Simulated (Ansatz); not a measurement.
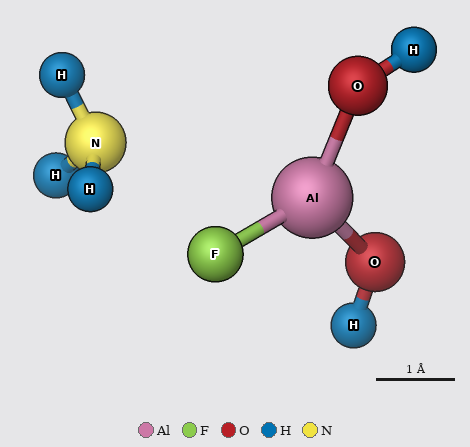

**Figure 1.** The structure as given in the input (ball-and-stick view, seen at a tilt). Sticks mark near contacts.

Geometry relaxation of AlNH$_{5}$O$_{2}$F

- system: AlNH$_{5}$O$_{2}$F
- method: RHF/6-31G* (Ansatz 0.2.0)

It belongs to a series of runs on one base structure; here: end point A relaxed.

### Input
```yaml
crystal:
  periodic: [false, false, false]
  atoms:
    - { symbol: Al, position_ang: [0.06102, -0.476388, -0.005046] }
    - { symbol: F, position_ang: [-0.214221, -0.319745, 1.632969] }
    - { symbol: O, position_ang: [1.644062, -0.743029, -0.512074] }
    - { symbol: H, position_ang: [1.886021, -0.871755, -1.415749] }
    - { symbol: O, position_ang: [-1.239115, -0.644865, -1.065284] }
    - { symbol: H, position_ang: [-2.14505, -0.520859, -0.831418] }
    - { symbol: "N", position_ang: [0.055507, 2.45695, 1.002126] }
    - { symbol: H, position_ang: [0.911088, 2.957932, 1.146592] }
    - { symbol: H, position_ang: [-0.699015, 3.115731, 1.023082] }
    - { symbol: H, position_ang: [-0.065798, 1.798628, 1.780401] }
basis:
  gaussian: { orbitals: "6-31G*" }
hamiltonian:
  xc: hf
relax:
  f_tol: 0.03
  max_steps: 50
output:
  orbitals: {}
```

Command:
```bash
ansatz run input.yaml --threads 1 --pin off --max-ram 2048MiB --backend cpu --events-out ev --progress --plain --runs-dir out
```

### The program's output
```
The last accepted step is kept in [file] (removed where the run ends without a failure and the disk answers)
Engine: ansatz 0.2.0, aarch64-unknown-linux-gnu
Functional definition: HF
  exchange = exact_x
  correlation = 0
899 factors; integrals over basis functions are off by at most 3.7e-4 eV
mean field evaluation 1: about -14922.8099 eV, gradient 5.7e1 eV
mean field evaluation 2: about -14922.8527 eV, gradient 5.7e1 eV
mean field evaluation 4: about -14928.4948 eV, gradient 2.8e0 eV
mean field evaluation 8: about -14928.5255 eV, gradient 2.4e-4 eV
mean field -14928.52547060 eV, -548.6131921267 hartree, gradient 1.1e-5 eV, S^2 0.000000; 0 other end points of the search recorded, 0 dependent functions left out
the calculation of the forces begins
reference -14928.52547060 eV, -548.6131921267 hartree; 25, 25 occupied and 64, 64 virtual orbitals, 899 factors
relax step   1: F+E_penalty+E_count = -14928.52547060 eV  Δ(F+E_penalty+E_count) = +0.000e0 eV  max|allowed force component| = 1.172e0 eV/Å  Δτ_max = 0.0000 Å  (32 SCF iters, accepted)
these checks for a lower state are left out or cut short: starts, cluster_reference, orbital_swaps, neighbouring_geometries, increment
899 factors; integrals over basis functions are off by at most 3.6e-4 eV
mean field evaluation 16: about -14928.7570 eV, gradient 1.4e-3 eV
mean field -14928.75701189 eV, -548.6217011121 hartree, gradient 1.2e-5 eV, S^2 0.000000; 0 other end points of the search recorded, 0 dependent functions left out
[... from here on the field's lines of each further geometry are left out, up to the last ...]
relax step   2: F+E_penalty+E_count = -14928.75701189 eV  Δ(F+E_penalty+E_count) = -2.315e-1 eV  max|allowed force component| = 1.368e0 eV/Å  Δτ_max = 0.1950 Å  (30 SCF iters, accepted)
relax step   3: F+E_penalty+E_count = -14929.00745030 eV  Δ(F+E_penalty+E_count) = -2.504e-1 eV  max|allowed force component| = 1.791e0 eV/Å  Δτ_max = 0.1961 Å  (31 SCF iters, accepted)
relax step   4: F+E_penalty+E_count = -14929.35259704 eV  Δ(F+E_penalty+E_count) = -3.451e-1 eV  max|allowed force component| = 1.292e0 eV/Å  Δτ_max = 0.1958 Å  (31 SCF iters, accepted)
relax step   5: F+E_penalty+E_count = -14929.49832453 eV  Δ(F+E_penalty+E_count) = -1.457e-1 eV  max|allowed force component| = 1.321e0 eV/Å  Δτ_max = 0.1949 Å  (31 SCF iters, accepted)
relax step   6: F+E_penalty+E_count = -14929.31899087 eV  Δ(F+E_penalty+E_count) = +1.793e-1 eV  max|allowed force component| = 2.382e0 eV/Å  Δτ_max = 0.2000 Å  (31 SCF iters, rejected (line search))
relax step   7: F+E_penalty+E_count = -14929.60335776 eV  Δ(F+E_penalty+E_count) = -1.050e-1 eV  max|allowed force component| = 3.246e-1 eV/Å  Δτ_max = 0.0976 Å  (31 SCF iters, accepted)
relax step   8: F+E_penalty+E_count = -14929.62707835 eV  Δ(F+E_penalty+E_count) = -2.372e-2 eV  max|allowed force component| = 1.719e-1 eV/Å  Δτ_max = 0.1000 Å  (31 SCF iters, accepted)
relax step   9: F+E_penalty+E_count = -14929.64052073 eV  Δ(F+E_penalty+E_count) = -1.344e-2 eV  max|allowed force component| = 1.663e-1 eV/Å  Δτ_max = 0.0950 Å  (31 SCF iters, accepted)
relax step  10: F+E_penalty+E_count = -14929.64829968 eV  Δ(F+E_penalty+E_count) = -7.779e-3 eV  max|allowed force component| = 1.979e-1 eV/Å  Δτ_max = 0.1605 Å  (31 SCF iters, accepted)
relax step  11: F+E_penalty+E_count = -14929.63282224 eV  Δ(F+E_penalty+E_count) = +1.548e-2 eV  max|allowed force component| = 9.552e-1 eV/Å  Δτ_max = 0.0278 Å  (33 SCF iters, rejected (line search))
the calculation of the forces begins
reference -14929.64998795 eV, -548.6545173770 hartree; 25, 25 occupied and 64, 64 virtual orbitals, 899 factors
relax step  12: F+E_penalty+E_count = -14929.64998795 eV  Δ(F+E_penalty+E_count) = -1.688e-3 eV  max|allowed force component| = 2.432e-2 eV/Å  Δτ_max = 0.0135 Å  (26 SCF iters, accepted)
899 factors; integrals over basis functions are off by at most 4.8e-4 eV
mean field evaluation 96: about -14929.6484 eV, gradient 7.3e-1 eV
```

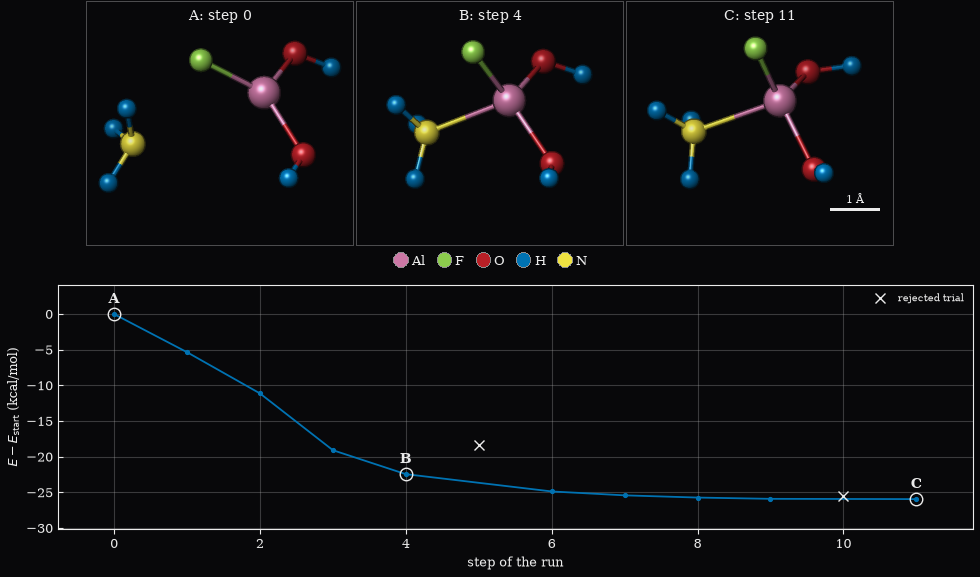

**Figure 2.** Frames of the relaxation (ball-and-stick view, seen at a tilt) above the curves, on which the letters mark them (the first geometry is step 0 here and step 1 in the log).

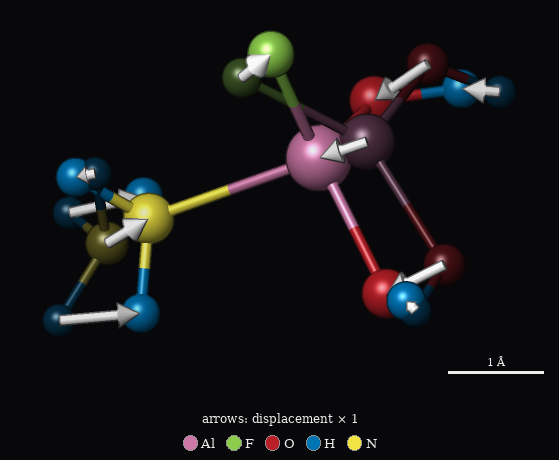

**Figure 3.** Start (faint) and end (solid) with the displacements as white arrows, at true length (ball-and-stick view, seen at a tilt). The two geometries are laid on each other by the best rigid fit. The largest move after the best rigid fit is that of H9, 0.86 Å. By element the largest moves are H 0.86 Å, O 0.73 Å, N 0.55 Å, Al 0.54 Å, F 0.48 Å. Distances before and after: Al1–N7 3.101 → 2.029 Å, Al1–O3 1.684 → 1.714 Å, Al1–O5 1.686 → 1.717 Å, N7–H10 1.027 → 1.005 Å. New bonds form: Al1–N7 (3.10 → 2.03 Å). Among the angles that change: F2–Al1–O5 120.0° → 114.6°, Al1–O5–H6 124.8° → 121.3°, O3–Al1–O5 121.3° → 118.5°. The energy falls by 25.9 kcal/mol in 11 geometry steps. The largest force component goes from 1.2 to 0.024 eV/Å. The line search rejected the trial steps at points 5, 10 (counted from 0) and went back. (Atoms are counted from 1 in the order of the input.)

```
mean field -14929.64998795 eV, -548.6545173770 hartree, gradient 1.6e-5 eV, S^2 0.000000; 1 other end points of the search recorded, 0 dependent functions left out
the calculation of the forces begins
reference -14929.64998795 eV, -548.6545173770 hartree; 25, 25 occupied and 64, 64 virtual orbitals, 899 factors
Total energy: -14929.64998795 eV, -548.6545173770 hartree
Atom 0 at     0.003151     0.009429     0.229690 Å, force    -0.001696     0.014644    -0.005180 eV/Å
Atom 1 at    -0.275698    -0.792125     1.657738 Å, force    -0.000732    -0.005683    -0.014449 eV/Å
Atom 2 at     1.587569    -0.028663    -0.424012 Å, force     0.024316    -0.004148    -0.005136 eV/Å
Atom 3 at     1.854733    -0.640554    -1.090992 Å, force    -0.007399     0.006183     0.017329 eV/Å
Atom 4 at    -1.328860     0.025398    -0.853252 Å, force    -0.014707    -0.006085     0.016780 eV/Å
Atom 5 at    -2.096642    -0.500803    -0.695249 Å, force    -0.000982    -0.001513    -0.004171 eV/Å
Atom 6 at     0.093577     1.921395     0.902785 Å, force    -0.002062     0.005069     0.002880 eV/Å
Atom 7 at     1.008518     2.285271     0.698260 Å, force     0.003114    -0.009193    -0.003630 eV/Å
Atom 8 at    -0.589948     2.492206     0.436606 Å, force    -0.000288     0.001680     0.001667 eV/Å
Atom 9 at    -0.061900     1.981046     1.894025 Å, force     0.000436    -0.000953    -0.006090 eV/Å
Dipole moment:    -0.106596     0.811850     0.171017 e Å
```

### Trajectory as extended XYZ (Å, eV, eV/Å), 12 frames, from step=1 to step=12
```
10
Properties=species:S:1:pos:R:3:forces:R:3 step=1 energy=-14928.52547
Al    0.0610   -0.4764   -0.0050   -0.0914   0.6002   0.8162
F    -0.2142   -0.3197    1.6330    0.0875  -0.3310  -0.6558
O     1.6441   -0.7430   -0.5121   -0.0135   0.0022   0.0020
H     1.8860   -0.8718   -1.4157   -0.0116   0.0035   0.0066
O    -1.2391   -0.6449   -1.0653    0.0058  -0.0055   0.0054
H    -2.1450   -0.5209   -0.8314    0.0029   0.0046  -0.0029
N     0.0555    2.4569    1.0021   -0.1169  -1.1716   0.5846
H     0.9111    2.9579    1.1466    0.0018  -0.0001  -0.0056
H    -0.6990    3.1157    1.0231    0.0000  -0.0023  -0.0024
H    -0.0658    1.7986    1.7804    0.1354   0.9001  -0.7480
10
Properties=species:S:1:pos:R:3:forces:R:3 step=2 energy=-14928.75701
Al    0.0637   -0.2979    0.0288   -0.1982   0.2571   1.3683
F    -0.2313   -0.4225    1.6799    0.1331   0.0408  -0.8585
O     1.6335   -0.6587   -0.4715    0.1287   0.2242  -0.0975
H     1.8734   -0.7883   -1.3760   -0.0357   0.0033   0.0436
O    -1.2256   -0.5280   -1.0361   -0.2951   0.2092  -0.0939
H    -2.1414   -0.4836   -0.7988    0.2209  -0.0121  -0.0349
N     0.0565    2.3040    0.9657   -0.0893  -0.8177   0.7056
H     0.9150    2.8285    1.0184   -0.0864  -0.2214  -0.0794
H    -0.6866    2.9811    0.8825    0.1026  -0.3004  -0.0790
H    -0.0627    1.8179    1.8627    0.1194   0.6170  -0.8743
10
Properties=species:S:1:pos:R:3:forces:R:3 step=3 energy=-14929.00745
Al    0.0590   -0.1684    0.0734   -0.2150   0.2882   1.7909
F    -0.2464   -0.4553    1.7188    0.1429   0.1504  -1.0177
O     1.6255   -0.5581   -0.4290    0.2165   0.2864  -0.1618
H     1.8614   -0.6933   -1.3342   -0.0563  -0.0084   0.0749
O    -1.2196   -0.4225   -1.0031   -0.6230   0.2608  -0.1228
H    -2.1408   -0.4369   -0.7662    0.4821  -0.0125  -0.0807
N     0.0659    2.1555    0.9256   -0.1891  -0.4506   1.0837
H     0.9210    2.6990    0.9193   -0.1731  -0.4634  -0.0969
H    -0.6738    2.8327    0.7550    0.2515  -0.6321  -0.0183
H    -0.0577    1.7999    1.8961    0.1636   0.5811  -1.4515
10
Properties=species:S:1:pos:R:3:forces:R:3 step=4 energy=-14929.35260
Al    0.0524   -0.0490    0.1414   -0.1215   0.0822   1.2924
F    -0.2587   -0.4611    1.7525    0.0470   0.0505  -0.6338
O     1.6196   -0.4319   -0.3821    0.3106   0.2517  -0.2340
H     1.8373   -0.6036   -1.2868   -0.0954  -0.0079   0.1617
O    -1.2109   -0.2954   -0.9637   -0.7102   0.2127  -0.1285
H    -2.1295   -0.3903   -0.7339    0.5113   0.0052  -0.0803
N     0.0722    2.0053    0.8796   -0.1463   0.2656   0.9487
H     0.9268    2.5470    0.8245   -0.0934  -0.4978  -0.1347
H    -0.6625    2.6689    0.6484    0.1729  -0.6165  -0.0610
H    -0.0522    1.7627    1.8757    0.1250   0.2541  -1.1305
10
Properties=species:S:1:pos:R:3:forces:R:3 step=5 energy=-14929.49833
Al    0.0388    0.0288    0.2328   -0.0435  -1.2176   0.0673
F    -0.2847   -0.5488    1.7812    0.0074   0.1755  -0.3929
O     1.6207   -0.2848   -0.3299    0.2077   0.1901  -0.1523
H     1.8093   -0.5056   -1.2304   -0.0988  -0.0252   0.1696
O    -1.2116   -0.1451   -0.9214   -0.6399   0.0966   0.0525
H    -2.1143   -0.3575   -0.7058    0.5227   0.0375  -0.0946
N     0.0785    1.8955    0.8430    0.0519   1.3206   0.7240
H     0.9494    2.3941    0.7058   -0.1520  -0.3925  -0.0301
H    -0.6555    2.5219    0.5379    0.0921  -0.3928  -0.0123
H    -0.0360    1.7541    1.8423    0.0523   0.2078  -0.3312
10
Properties=species:S:1:pos:R:3:forces:R:3 step=6 energy=-14929.31899 accepted=F
Al    0.0232   -0.1308    0.2742   -0.0733   2.3822  -1.3109
F    -0.2926   -0.5671    1.7940   -0.3704  -1.1295   1.3113
O     1.6175   -0.1220   -0.3229    0.1986  -0.5196  -0.1500
H     1.8068   -0.4511   -1.1863    0.1136  -0.0455  -0.0549
O    -1.2606    0.0432   -0.8749    0.3540  -0.5182   0.3241
H    -2.0928   -0.3729   -0.7311   -0.2188  -0.0797  -0.0656
N     0.0924    1.9064    0.8885   -0.1414  -1.5593  -0.7564
H     0.9812    2.2475    0.6162    0.4281   0.4898   0.0289
H    -0.6580    2.3663    0.4303   -0.2429   0.5120   0.0065
H    -0.0227    1.8332    1.8674   -0.0475   0.4678   0.6670
10
Properties=species:S:1:pos:R:3:forces:R:3 step=7 energy=-14929.60336
Al    0.0306   -0.0200    0.2483    0.0326   0.0337  -0.1788
F    -0.3037   -0.6128    1.7655   -0.0467  -0.0805  -0.0505
O     1.6258   -0.2348   -0.3391   -0.0132   0.0784   0.0122
H     1.7965   -0.5142   -1.2251   -0.0423  -0.0355   0.0546
O    -1.2325   -0.0722   -0.9162   -0.2911  -0.0848   0.1952
H    -2.0960   -0.4139   -0.7181    0.3246   0.0758  -0.0764
N     0.0848    1.9222    0.8824    0.0453  -0.0696  -0.1561
H     0.9682    2.3590    0.6782   -0.0467  -0.0692   0.0801
H    -0.6498    2.4944    0.5021    0.0225  -0.0692   0.0721
H    -0.0295    1.8449    1.8776    0.0151   0.2207   0.0476
10
Properties=species:S:1:pos:R:3:forces:R:3 step=8 energy=-14929.62708
Al    0.0190   -0.0033    0.2464   -0.0164  -0.1473   0.1282
F    -0.3090   -0.6674    1.7364   -0.0463  -0.0531  -0.0891
O     1.6124   -0.1853   -0.3510    0.0545   0.0847  -0.0718
H     1.7829   -0.5349   -1.2116   -0.0218  -0.0261   0.0504
O    -1.2574   -0.0389   -0.9033   -0.0351   0.0508   0.0939
H    -2.0798   -0.4735   -0.7353    0.0812   0.0133  -0.0048
N     0.0955    1.9185    0.9075   -0.0245  -0.0191   0.0311
H     0.9832    2.3295    0.6822    0.0867   0.0030   0.0075
H    -0.6249    2.4678    0.4764   -0.0784   0.0897   0.0264
H    -0.0274    1.9401    1.9080    0.0000   0.0042  -0.1719
10
Properties=species:S:1:pos:R:3:forces:R:3 step=9 energy=-14929.64052
Al    0.0140   -0.0128    0.2632   -0.0090  -0.0187   0.1302
F    -0.3139   -0.7594    1.7133    0.0057   0.0546  -0.1111
O     1.6080   -0.1377   -0.3518    0.0446   0.0163  -0.0858
H     1.7783   -0.5386   -1.1904    0.0002  -0.0066   0.0698
O    -1.2740    0.0076   -0.8705   -0.1663  -0.0712   0.0347
H    -2.0647   -0.4939   -0.7320    0.1233   0.0687  -0.0307
N     0.0959    1.9208    0.9037   -0.0395   0.0032   0.1000
H     0.9965    2.3022    0.6715    0.0182  -0.0130   0.0016
H    -0.6110    2.4725    0.4482    0.0129  -0.0182   0.0172
H    -0.0346    1.9920    1.9004    0.0100  -0.0150  -0.1259
10
Properties=species:S:1:pos:R:3:forces:R:3 step=10 energy=-14929.64830
Al    0.0067    0.0102    0.2305    0.0410   0.0609  -0.1251
F    -0.2725   -0.7812    1.6590   -0.0267  -0.0742   0.1000
O     1.5876   -0.0406   -0.4303   -0.0356   0.1776   0.1979
H     1.8491   -0.6488   -1.0975    0.0478  -0.1441  -0.1519
O    -1.3201    0.0217   -0.8583   -0.0582  -0.0110   0.0261
H    -2.0925   -0.4972   -0.6964    0.0134   0.0110  -0.0092
N     0.0914    1.9241    0.9073    0.0144  -0.0188  -0.0328
H     1.0049    2.2922    0.7028   -0.0098  -0.0022   0.0042
H    -0.5951    2.4907    0.4398    0.0115   0.0033   0.0149
H    -0.0649    1.9814    1.8988    0.0022  -0.0025  -0.0241
10
Properties=species:S:1:pos:R:3:forces:R:3 step=11 energy=-14929.63282 accepted=F
Al   -0.0008    0.0092    0.2311   -0.0192  -0.0106   0.0566
F    -0.2781   -0.7993    1.6586    0.0144   0.0274  -0.0874
O     1.5848   -0.0146   -0.4210    0.4490  -0.8809  -0.9449
H     1.8684   -0.6468   -1.0964   -0.4228   0.8715   0.9552
O    -1.3356    0.0299   -0.8487    0.1168   0.0662  -0.0011
H    -2.0978   -0.5009   -0.6939   -0.1272  -0.0847   0.0170
N     0.0934    1.9199    0.9030    0.0001   0.0175  -0.0044
H     1.0103    2.2785    0.6974   -0.0010  -0.0128  -0.0032
H    -0.5869    2.4905    0.4322   -0.0054   0.0085   0.0026
H    -0.0631    1.9862    1.8933   -0.0045  -0.0021   0.0096
10
Properties=species:S:1:pos:R:3:forces:R:3 step=12 energy=-14929.64999
Al    0.0032    0.0094    0.2297   -0.0017   0.0146  -0.0052
F    -0.2757   -0.7921    1.6577   -0.0007  -0.0057  -0.0144
O     1.5876   -0.0287   -0.4240    0.0243  -0.0041  -0.0051
H     1.8547   -0.6406   -1.0910   -0.0074   0.0062   0.0173
O    -1.3289    0.0254   -0.8533   -0.0147  -0.0061   0.0168
H    -2.0966   -0.5008   -0.6952   -0.0010  -0.0015  -0.0042
N     0.0936    1.9214    0.9028   -0.0021   0.0051   0.0029
H     1.0085    2.2853    0.6983    0.0031  -0.0092  -0.0036
H    -0.5899    2.4922    0.4366   -0.0003   0.0017   0.0017
H    -0.0619    1.9810    1.8940    0.0004  -0.0010  -0.0061
```

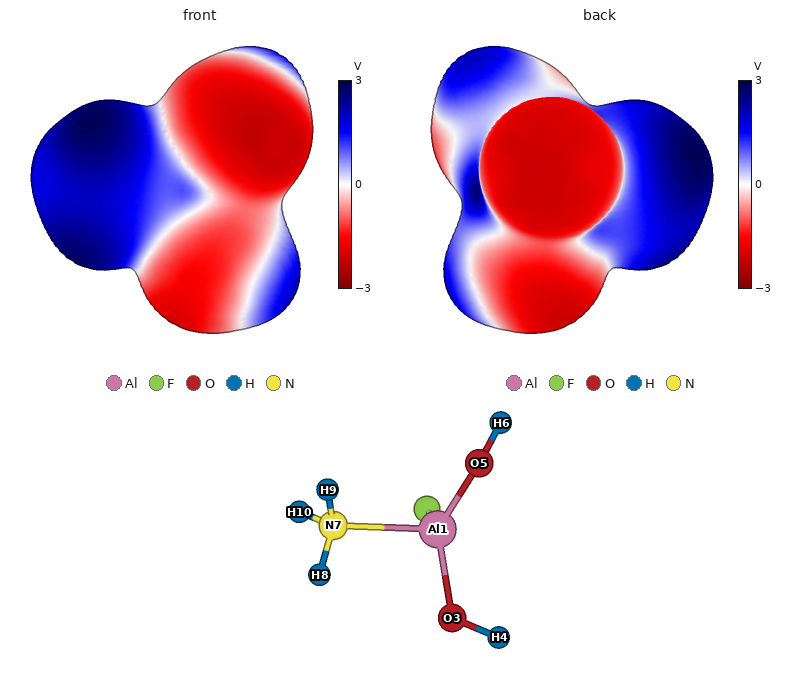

**Figure 4.** The molecular electrostatic potential painted on the density surface at 0.002 e/bohr³, seen face on and from behind; red is negative and blue positive. The bare structure is drawn below in the same view.

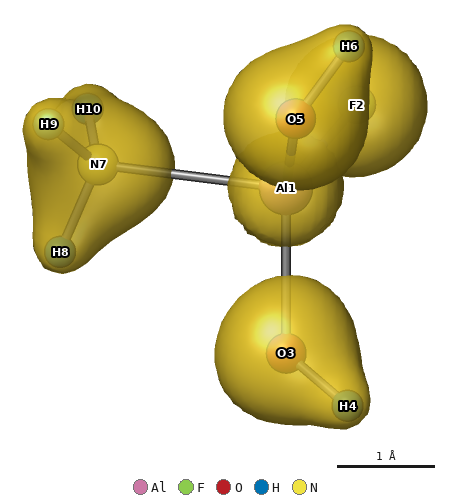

**Figure 5.** Isosurface of the total electron density at 1 e/Å³ (yellow), seen at a tilt. At this value the surface falls into five separate pieces. It is pinched off along the Al–F (1.66 Å), Al–O (1.71 Å) and Al–N (2.03 Å) contacts. On the grid the lowest density along these lines, outside the cores, is 0.68 e/Å³ (Al–F, 1.66 Å), 0.7 e/Å³ (Al–O, 1.71 Å), 0.36 e/Å³ (Al–N, 2.03 Å) and 2.4 e/Å³ (O–H, 0.94 Å).

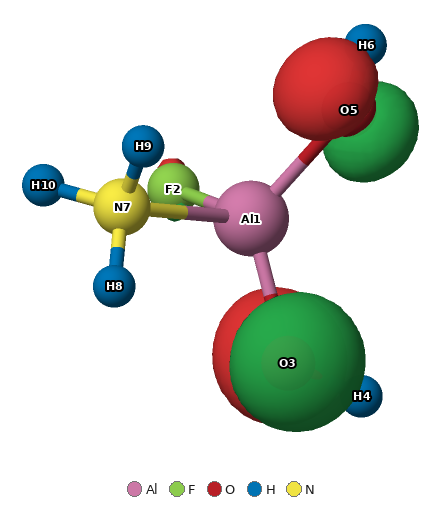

**Figure 6.** The HOMO−1 at ±0.2 Å⁻³ᐟ² (green and red are the two phases), seen at a tilt. Its energy is −12.51 eV.

### Results in brief

```json
{"quantity": "outcome", "value": "converged"}
{"quantity": "total energy", "value": "−14929.6500 eV"}
{"quantity": "mean-field energy", "value": "−14929.6500 eV"}
{"quantity": "largest force (length of the vector) at the end", "value": "0.025 eV/Å"}
{"quantity": "hardware", "value": "1 thread of Arm Neoverse V2, 24 GiB of memory available, shared host"}
{"quantity": "wall time", "value": "23 s"}
{"quantity": "peak memory", "value": "0.15 GiB"}
```
